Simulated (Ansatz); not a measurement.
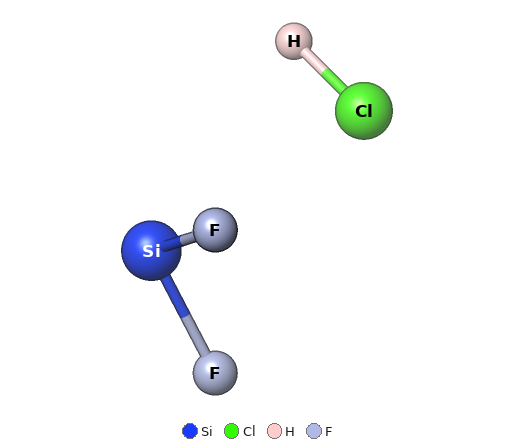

Atoms fade into the background with distance from the viewer. The computed structure is the end point of a PBE0-D4/def2-TZVP optimisation.

### List the symmetry elements and name the point group.

It has 1 mirror plane, so the point group is Cs. The group has 2 operations. The geometry is achiral, and symmetry allows a dipole moment.
